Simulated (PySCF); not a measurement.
# 2-(methylsulfonyl)ethanol: a tour of settings, part 2 of 2

PySCF 2.14.0. Atoms count from 0.

## (5) Indirect couplings: revPBE/aug-cc-pVDZ

What the job is given:

```
{"job": {"kind": "j", "xc": "revPBE", "basis": "aug-cc-pVDZ", "grid": 3, "scf": {"conv": 1e-06}}, "charge": 0, "multiplicity": 1}
C      1.825699     0.171985     0.460784
S      0.839428    -0.237685    -1.006782
O      0.572195     0.989463    -1.717461
O      1.510228    -1.285959    -1.719005
C     -0.736342    -0.882712    -0.356264
C     -1.591080     0.273444     0.148252
O     -2.018874     1.110376    -0.881201
H      1.922438    -0.718405     1.067187
H      1.339124     0.974493     0.998154
H      2.797268     0.492562     0.106228
H     -1.218371    -1.389147    -1.189254
H     -0.491517    -1.597293     0.422714
H     -1.022065     0.838263     0.905066
H     -2.498428    -0.111413     0.625512
H     -1.234118     1.380018    -1.391497
```

With the program's defaults for keys left out, this is: revPBE/aug-cc-pVDZ indirect spin-spin coupling, non-relativistic, gas phase.

Log:

```text
final grid: 181944 points
cycle   1  E = -742.4436188357  dE =  1.508e+00  |g| = 1.354e+00  |ddm| = 8.973e+00
cycle   2  E = -740.3387264063  dE =  2.105e+00  |g| = 3.460e+00  |ddm| = 7.839e+00
cycle   3  E = -742.7509546719  dE = -2.412e+00  |g| = 4.143e-01  |ddm| = 6.414e+00
cycle   4  E = -742.7877930061  dE = -3.684e-02  |g| = 2.073e-01  |ddm| = 1.294e+00
cycle   5  E = -742.7971746263  dE = -9.382e-03  |g| = 6.737e-02  |ddm| = 4.107e-01
cycle   6  E = -742.7980378184  dE = -8.632e-04  |g| = 2.492e-02  |ddm| = 1.168e-01
cycle   7  E = -742.7981433751  dE = -1.056e-04  |g| = 9.740e-03  |ddm| = 4.350e-02
cycle   8  E = -742.7981607016  dE = -1.733e-05  |g| = 3.184e-03  |ddm| = 1.666e-02
cycle   9  E = -742.7981626496  dE = -1.948e-06  |g| = 6.895e-04  |ddm| = 5.366e-03
cycle  10  E = -742.7981627365  dE = -8.689e-08  |g| = 3.229e-04  |ddm| = 1.845e-03
converged SCF energy = -742.7981627365

Indirect spin-spin couplings (Hz)
  i      j    bonds     total        FC       PSO       DSO        SD
  0 C    1 S    1     -4.581    -4.034    -0.612     0.065         -
  0 C    2 O    2     -0.654    -1.520     0.836     0.030         -
  0 C    3 O    2     -0.203    -1.099     0.861     0.035         -
  0 C    4 C    2      3.930     4.163    -0.238     0.006         -
  0 C    5 C    3     -0.472    -0.493     0.005     0.017         -
  0 C    7 H    1    151.793   150.289     0.636     0.869         -
  0 C    8 H    1    150.608   149.109     0.613     0.886         -
  0 C    9 H    1    154.511   153.099     0.551     0.860         -
  0 C   10 H    3      1.557     1.832     0.195    -0.471         -
  0 C   11 H    3     -0.760    -0.836    -0.085     0.161         -
  0 C   12 H    4      0.173     0.073    -0.244     0.345         -
  0 C   13 H    4      0.204     0.274     0.144    -0.215         -
  0 C   14 H    5     -0.172    -0.104    -0.009    -0.059         -
  1 S    4 C    1     -2.297    -1.755    -0.617     0.075         -
  1 S    5 C    2      0.151     0.225    -0.096     0.022         -
  1 S    7 H    2     -0.113    -0.064    -0.086     0.038         -
  1 S    8 H    2     -0.380    -0.361    -0.058     0.039         -
  1 S    9 H    2     -1.844    -1.813    -0.069     0.038         -
  1 S   10 H    2     -1.123    -1.113    -0.069     0.059         -
  1 S   11 H    2     -0.183    -0.142    -0.097     0.056         -
  1 S   12 H    3      2.888     2.868    -0.058     0.078         -
  1 S   13 H    3      9.024     9.044     0.062    -0.083         -
  2 O    4 C    2      0.708     0.143     0.541     0.024         -
  2 O    5 C    3      0.089     0.076     0.029    -0.016         -
  2 O    7 H    3     -0.987    -1.534     0.180     0.368         -
  2 O    8 H    3     -0.018    -0.028     0.024    -0.014         -
  2 O    9 H    3      0.141    -0.012     0.100     0.053         -
  2 O   10 H    3      0.209     0.111     0.001     0.098         -
  2 O   11 H    3     -0.278    -0.778     0.136     0.364         -
  2 O   13 H    4     -0.397    -0.453    -0.148     0.203         -
  2 O   14 H    5      3.632     3.738     0.656    -0.762         -
  3 O    4 C    2      0.211    -0.603     0.788     0.026         -
  3 O    5 C    3      0.164     0.016     0.085     0.063         -
  3 O    7 H    3     -0.016    -0.051    -0.001     0.037         -
  3 O    8 H    3     -0.819    -1.380     0.183     0.379         -
  3 O    9 H    3      0.117    -0.047     0.127     0.037         -
  3 O   10 H    3      0.038    -0.102     0.169    -0.028         -
  3 O   11 H    3      0.042    -0.003    -0.015     0.060         -
  3 O   12 H    4      0.433     0.071     0.086     0.275         -
  3 O   13 H    4     -0.385    -0.521    -0.089     0.225         -
  3 O   14 H    5      0.169     0.020    -0.041     0.190         -
  4 C    5 C    1     78.076    78.576    -0.785     0.285         -
  4 C    6 O    2     -0.955    -1.082     0.137    -0.010         -
  4 C    7 H    3     -0.629    -0.660    -0.095     0.126         -
  4 C    8 H    3     -0.891    -0.831    -0.118     0.058         -
  4 C    9 H    3      1.849     2.115     0.190    -0.455         -
  4 C   10 H    1    154.388   153.017     0.210     1.161         -
  4 C   11 H    1    144.773   143.230     0.404     1.138         -
  4 C   12 H    2     -3.364    -3.355    -0.091     0.082         -
  4 C   13 H    2     -2.350    -2.361     0.010     0.001         -
  4 C   14 H    3      2.324     2.330    -0.242     0.236         -
  5 C    6 O    1     12.961    13.212    -0.126    -0.124         -
  5 C    8 H    4      0.521     0.479    -0.251     0.293         -
  5 C   10 H    2     -5.283    -5.275    -0.038     0.030         -
  5 C   11 H    2     -1.191    -1.202     0.003     0.008         -
  5 C   12 H    1    143.529   142.358     0.002     1.168         -
  5 C   13 H    1    147.801   146.775    -0.036     1.062         -
  5 C   14 H    2     -2.556    -2.510     0.265    -0.312         -
  6 O   10 H    3     -0.700    -0.590    -0.066    -0.043         -
  6 O   11 H    3     -1.817    -2.062    -0.007     0.252         -
  6 O   12 H    2     -1.425    -0.887    -0.654     0.116         -
  6 O   13 H    2     -6.671    -6.101    -0.653     0.084         -
  6 O   14 H    1    -85.041   -77.036    -7.484    -0.521         -
  7 H    8 H    2    -10.796   -10.564     2.124    -2.356         -
  7 H    9 H    2    -12.559   -12.382     2.099    -2.277         -
  7 H   10 H    4     -0.271     0.208     0.731    -1.211         -
  7 H   11 H    4      1.089     0.420    -1.221     1.889         -
  7 H   12 H    5      0.174    -0.022    -0.292     0.488         -
  7 H   13 H    5     -0.245    -0.089     0.457    -0.613         -
  7 H   14 H    6     -0.463    -0.001     0.577    -1.040         -
  8 H    9 H    2    -12.699   -12.529     2.058    -2.228         -
  8 H   10 H    4     -0.777    -0.106     0.992    -1.663         -
  8 H   11 H    4      0.188     0.110     0.006     0.072         -
  8 H   12 H    5      0.772    -0.185    -2.233     3.190         -
  8 H   14 H    6      0.200     0.005    -0.526     0.721         -
  9 H   10 H    4      1.485     2.424     1.114    -2.052         -
  9 H   12 H    5     -0.328    -0.125     0.407    -0.610         -
  9 H   13 H    5     -0.633    -0.172     0.937    -1.398         -
  9 H   14 H    6     -0.354    -0.018     0.352    -0.688         -
 10 H   11 H    2    -12.486   -12.431     1.641    -1.696         -
 10 H   12 H    3      8.036     8.768     1.753    -2.486         -
 10 H   13 H    3      2.625     2.569     0.380    -0.323         -
 11 H   12 H    3      0.925     0.726     0.229    -0.030         -
 11 H   13 H    3      2.449     2.281     0.197    -0.030         -
 11 H   14 H    4     -0.953    -0.339     1.184    -1.798         -
 12 H   13 H    2    -11.972   -11.648     1.386    -1.709         -
 12 H   14 H    3      0.711     0.716     0.504    -0.509         -
 13 H   14 H    3     10.869    11.880     3.115    -4.126         -
```

It took 77 s on 1 thread of Intel Xeon at 2.70GHz, shared host; peak memory 0.73 GiB.

This basis has no tight s functions, so the Fermi-contact terms are rough.

In short: J(C0,H7) 152.3 Hz, J(C4,H10) 149.6 Hz, J(C5,H12) 145.7 Hz (means over like pairs).

## (6) Ultraviolet spectrum: PBE0/def2-SVPD

The job, as its differences from that of step 5:

```diff
@@ -1,2 +1,2 @@
-{"job": {"kind": "j", "xc": "revPBE", "basis": "aug-cc-pVDZ", "grid": 3, "scf": {"conv": 1e-06}}, "charge": 0, "multiplicity": 1}
+{"job": {"kind": "uv", "xc": "PBE0", "basis": "def2-SVPD", "nstates": 6, "ntriplets": 2, "tda": true, "grid": 1}, "charge": 0, "multiplicity": 1}
 C      1.825699     0.171985     0.460784
```

Level: TDA PBE0/def2-SVPD, vertical, gas phase, core orbitals frozen in the response.

Log:

```text
final grid: 57176 points
cycle   1  E = -741.7959304273  dE =  1.539e+00  |g| = 1.187e+00  |ddm| = 5.007e+00
cycle   2  E = -741.0995910166  dE =  6.963e-01  |g| = 2.247e+00  |ddm| = 3.771e+00
cycle   3  E = -742.0582213506  dE = -9.586e-01  |g| = 1.932e-01  |ddm| = 2.685e+00
cycle   4  E = -742.0654799977  dE = -7.259e-03  |g| = 8.956e-02  |ddm| = 3.266e-01
cycle   5  E = -742.0670278286  dE = -1.548e-03  |g| = 2.716e-02  |ddm| = 1.051e-01
cycle   6  E = -742.0671712033  dE = -1.434e-04  |g| = 7.051e-03  |ddm| = 3.502e-02
cycle   7  E = -742.0671795568  dE = -8.353e-06  |g| = 2.755e-03  |ddm| = 8.573e-03
cycle   8  E = -742.0671809672  dE = -1.410e-06  |g| = 5.293e-04  |ddm| = 2.917e-03
cycle   9  E = -742.0671810217  dE = -5.455e-08  |g| = 1.583e-04  |ddm| = 9.053e-04
cycle  10  E = -742.0671810274  dE = -5.693e-09  |g| = 3.671e-05  |ddm| = 2.559e-04
cycle  11  E = -742.0671810277  dE = -2.865e-10  |g| = 1.619e-05  |ddm| = 7.877e-05
converged SCF energy = -742.0671810277

Static polarisability (au): isotropic 68.240, principal 63.490 65.995 75.236

Singlet excitations
state   eV       nm        f      main configurations
  1   7.2336    171.4   0.01413   H->L 0.92
  2   7.5288    164.7   0.00774   H-1->L 0.92
  3   7.7077    160.9   0.00397   H->L+1 0.89
  4   7.9214    156.5   0.04462   H-1->L+1 0.82
  5   8.0407    154.2   0.02347   H->L+2 0.82
  6   8.1143    152.8   0.00492   H->L+4 0.38, H->L+3 0.31, H-2->L 0.15

Triplet excitations (Tamm-Dancoff, eV): 7.0829 7.2916
```

It took 39 s on 1 thread of Intel Xeon at 2.70GHz, shared host; peak memory 0.87 GiB.

The orbitals next to the gap, with their largest atomic shares:

| orbital | eV | atoms |
| --- | --- | --- |
| HOMO−3 | -9.63 | O3 42 %, O6 18 %, O2 17 % |
| HOMO−2 | -9.18 | O3 46 %, O2 38 %, S1 6 % |
| HOMO−1 | -8.57 | O3 24 %, O2 20 %, C4 12 % |
| HOMO | -8.19 | O6 66 %, C5 12 %, C4 7 % |
| LUMO | 0.06 | S1 24 %, C0 12 %, H11 11 % |
| LUMO+1 | 0.68 | S1 24 %, C0 18 %, C4 16 % |
| LUMO+2 | 0.89 | S1 32 %, H13 9 %, H11 8 % |

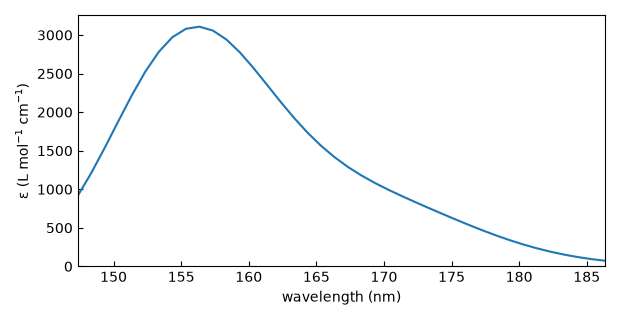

Absorption spectrum: each of the 6 states is a Gaussian band of 0.4 eV half-width at 1/e. Beyond the last state computed it falls off for lack of states.

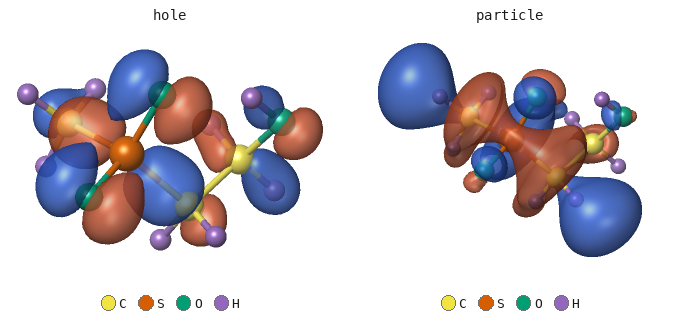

Leading natural transition orbitals of singlet state 4: the electron leaves the hole (left) for the particle orbital (right).

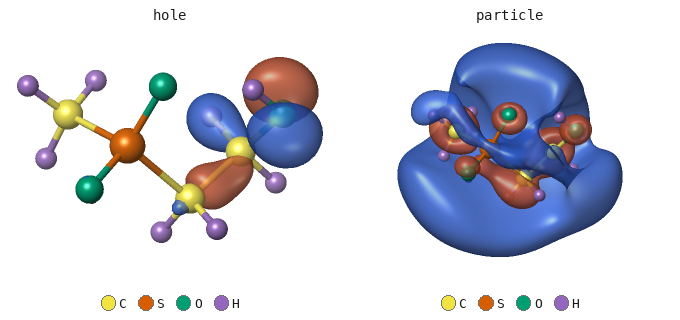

Leading natural transition orbitals of singlet state 1: the electron leaves the hole (left) for the particle orbital (right).

Ground-state properties from the same run:

| property | computed |
| --- | --- |
| dipole moment (D) | 4.82 |
| polarisability (Å³) | 10.11 |
| HOMO–LUMO gap (eV) | 8.25 |
| −ε(HOMO) (eV) | 8.19 |

## (7) Comparing the runs: spin-spin couplings

Couplings (Hz), each a mean over the pairs like the one named, with basis size and wall time:

```
                            run  C4–H10  C0–H7  C5–H12  C4–C5  O6–H14  H10–H11  H12–H13  functions  time
               LDA/ANO-RCC-VDZP    95.8   95.6    95.0   68.5   -23.5    -12.4    -12.0        142  79 s
PBE0/3-21G in dimethylsulfoxide   112.2  108.5   111.2   24.6   -42.5    -14.1    -13.7         83  13 s
             revPBE/aug-cc-pVDZ   149.6  152.3   145.7   78.1   -85.0    -12.5    -12.0        237  77 s
```

## (8) What came out

What follows sums up all 2 parts.

| quantity | value |
| --- | --- |
| largest coupling of the table (LDA/ANO-RCC-VDZP) | 1J(C,H) C4–H10, 95.8 Hz |
| 13C shifts against TMS (wB97X-D/ANO-RCC-VDZP) | 63.2, 59.2, 42.1 ppm |
| 1H shifts against TMS (wB97X-D/ANO-RCC-VDZP, means over atoms taken as alike) | 5.38, 3.90, 2.78, 2.44 ppm |
| 17O shifts against H2O (wB97X-D/ANO-RCC-VDZP, means over atoms taken as alike) | 211.1, 20.9 ppm |
| shieldings of S (wB97X-D/ANO-RCC-VDZP) | S1 244.7 ppm |
| surface potential, 1st and 99th percentile | -1.57 V and 1.77 V |
| lowest singlet (PBE0/def2-SVPD) | 7.23 eV (171 nm), f = 0.014 |
| brightest single state of those computed | state 4, 7.92 eV, f = 0.045 |
| lowest triplet | 7.08 eV |
| range of J(C4,H10), mean over like pairs | 95.8 to 149.6 Hz |

In words: Single values in the summary come from the first run of each kind that ended normally (LDA/ANO-RCC-VDZP; wB97X-D/ANO-RCC-VDZP; PBE0/def2-SVPD), which need not be the best level. In the run at LDA/ANO-RCC-VDZP, the largest coupling of the table is C4–H10 (mean over like pairs), 95.8 Hz, of which the Fermi-contact term gives 94.1 Hz. Couplings across rotatable bonds belong to this one conformer; where others are populated, the observed values are averages, and the simulated multiplets take (2 J gauche + J anti)/3 across rotating chain bonds. At wB97X-D/ANO-RCC-VDZP: Shielding is most anisotropic at S1 (span 266 ppm, paramagnetic term -822 ppm). The lowest singlet, at 7.23 eV, is HOMO→LUMO 0.92 and is weak; of the 6 states computed, the strongest absorption comes from state 4 at 7.92 eV. The lowest triplet lies 0.15 eV below the lowest singlet. The coupling C4–H10, as a mean over pairs of its kind, runs from 95.8 Hz (LDA/ANO-RCC-VDZP) to 149.6 Hz (revPBE/aug-cc-pVDZ). Couplings from bases without tight functions are rough.
